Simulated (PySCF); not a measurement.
## A study: C₂H₇FSSi, SMILES `CC(F)[SiH2]S`

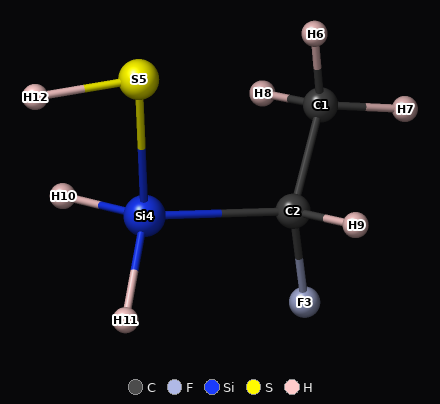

The molecule, with its atoms numbered as below. No frequency check shows the geometry to be a minimum.

Coordinates in Å:

```
C1       1.3910    1.4510   -0.3150
C2       1.1611    0.1213    0.3838
F3       2.2814   -0.6863    0.1962
Si4     -0.3571   -0.8539   -0.2597
S5      -2.0342    0.4150    0.1851
H6       0.5361    2.1005   -0.1460
H7       2.2857    1.9347    0.0727
H8       1.5167    1.2999   -1.3849
H9       1.1052    0.2765    1.4686
H10     -0.2732   -1.0373   -1.7042
H11     -0.5048   -2.1108    0.4629
H12     -2.9642   -0.4055   -0.2733
```

### 1. Bonding charge

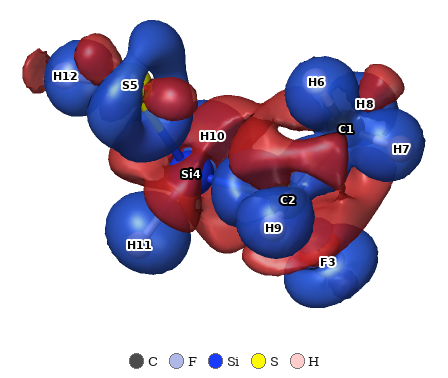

Deformation density (molecule less spherical, spin-averaged free atoms at the same positions), surfaces at ±0.05 e/Å³; blue: gain, red: loss.

Method: PBE0/def2-TZVP; geometry: GFN2-xTB; program: PySCF.

**Describe the bonding that the map shows.**

The five largest and four smallest: C2–H9: +0.78 e/Å³ at the bond critical point (bond length 1.10 Å, Mayer order 0.9). C1–H8: +0.72 e/Å³ at the bond critical point (bond length 1.09 Å, Mayer order 1.0). C1–H7: +0.71 e/Å³ at the bond critical point (bond length 1.09 Å, Mayer order 1.0). C1–H6: +0.71 e/Å³ at the bond critical point (bond length 1.09 Å, Mayer order 1.0). C1–C2: +0.51 e/Å³ at the bond critical point (bond length 1.52 Å, Mayer order 1.0). Si4–H10: +0.24 e/Å³ at the bond critical point (bond length 1.46 Å, Mayer order 0.9). C2–Si4: +0.21 e/Å³ at the bond critical point (bond length 1.92 Å, Mayer order 1.0). Si4–S5: +0.09 e/Å³ at the bond critical point (bond length 2.15 Å, Mayer order 1.1). C2–F3: −0.10 e/Å³ at the bond critical point (bond length 1.39 Å, Mayer order 1.0); up to 0.6 Å beside the axis the gain reaches +0.21 e/Å³. In all, 2.8 electrons gather in the regions of gain relative to the promolecule. A small or negative value marks a very polar bond, one between electron-rich atoms, whose free-atom densities already overlap strongly, a long bond to a heavier atom, or a closed-shell contact such as a hydrogen bond.

**Where do the Hirshfeld charges lie?**

The highest Hirshfeld charge is on Si4 (+0.31 e), the lowest on S5 (−0.13 e).

| atom | charge (e) |
| --- | --- |
| C1 | −0.13 |
| C2 | −0.03 |
| F3 | −0.12 |
| Si4 | +0.31 |
| S5 | −0.13 |
| H6 | +0.05 |
| H7 | +0.05 |
| H8 | +0.05 |
| H9 | +0.04 |
| H10 | −0.07 |
| H11 | −0.07 |
| H12 | +0.06 |

### 2. Local ionisation energy

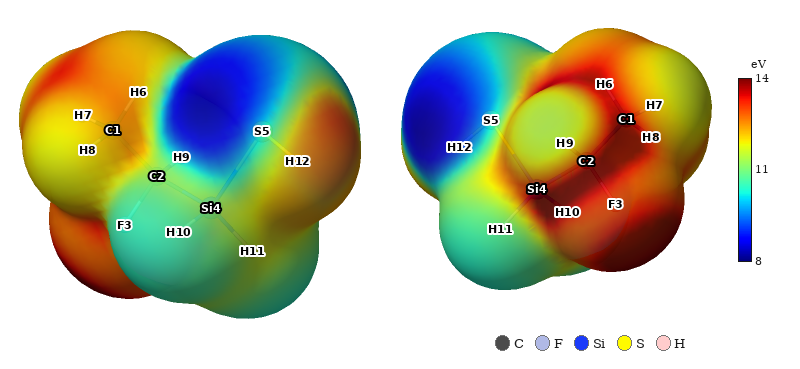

Average local ionisation energy on the surface of electron density 0.001 a.u. (back view left, front view right).

**Where are the most loosely bound electrons on this surface?**

The lowest value is 8.3 eV, 2.3 Å from S5. Further minima include 10.3 eV, 1.5 Å from H10; 11.5 eV, 1.4 Å from H9; 11.6 eV, 1.4 Å from H7. For comparison, the highest occupied orbital lies at −7.5 eV.

### 3. Stretching a bond

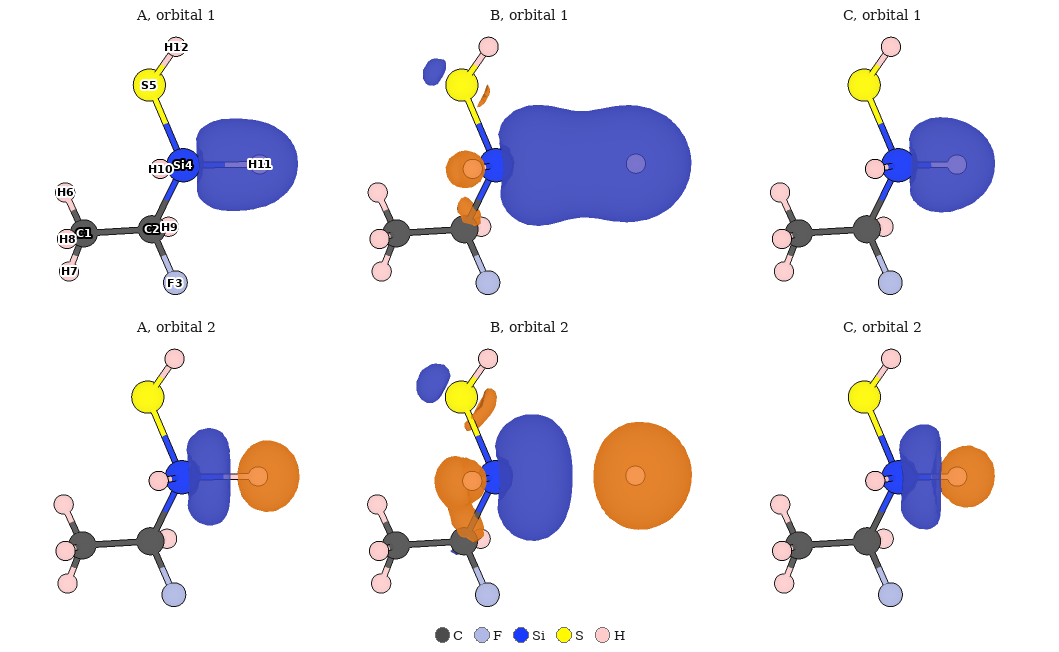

Rigid stretch of the Si4–H11 bond. The two CASSCF(2,2) natural orbitals nearest half filling (orbital 1 the more occupied).

Computed with PySCF, 6-31G* basis, geometry: GFN2-xTB.

**The columns are at 1.31, 1.70 and 3.12 Å, in some order. Assign them, and give the occupations.**

A: 1.70 Å, occupations 1.97 and 0.03. B: 3.12 Å, occupations 1.52 and 0.48. C: 1.31 Å, occupations 1.99 and 0.01.

**Where does the UHF solution part from RHF?**

Between 1.92 Å (⟨S²⟩ = 0, the two coincide) and 2.20 Å (⟨S²⟩ = 0.15); at 3.98 Å ⟨S²⟩ is 1.00 and UHF lies 3.5 eV below RHF.

**How much energy does the stretch cost?**

By CASSCF, 3.6 eV from the lowest point of the scan (1.56 Å) to 3.98 Å; RHF gives 6.8 eV from its own lowest point. The fragments aren't relaxed and dynamic correlation is missing, so this isn't a bond dissociation energy.

The PySCF runs shown took 23 s and 3.4 min on 1 thread of Intel(R) Xeon(R) Platinum 8488C (Sapphire Rapids), with other jobs on the host.
